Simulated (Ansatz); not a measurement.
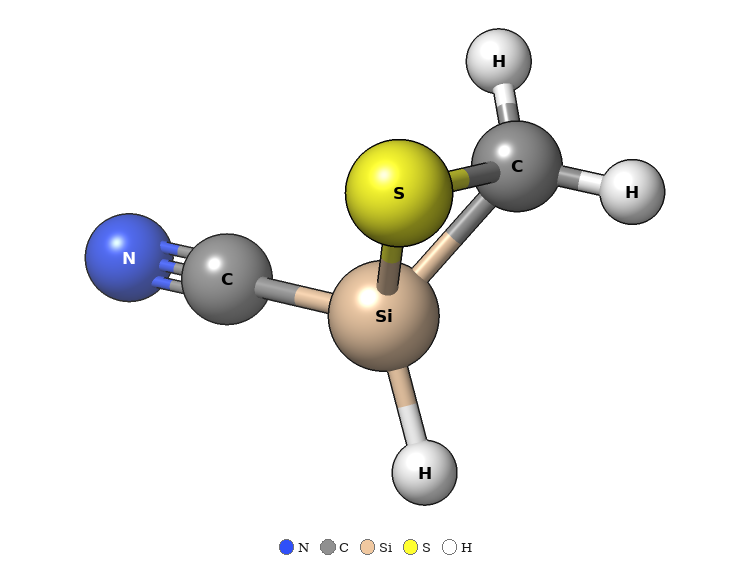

The geometry was computed by an optimisation with PBE0-D4/def2-TZVP. Program: Ansatz 0.2.0.

Compare HOMO–LUMO gap (eV), HOMO energy (eV), dipole (D) at these levels: B3LYP-D4/def2-TZVPP; PBE-D4/def2-TZVPP; r2SCAN-D4/def2-TZVPP; ωB97M-V/def2-TZVPP.

| level | HOMO–LUMO gap (eV) | HOMO energy (eV) | dipole (D) |
| --- | --- | --- | --- |
| B3LYP-D4/def2-TZVPP | 5.63 | −7.40 | 3.25 |
| PBE-D4/def2-TZVPP | 4.00 | −6.45 | 3.22 |
| r2SCAN-D4/def2-TZVPP | 4.42 | −6.71 | 3.27 |
| ωB97M-V/def2-TZVPP | 10.20 | −9.83 | 3.19 |
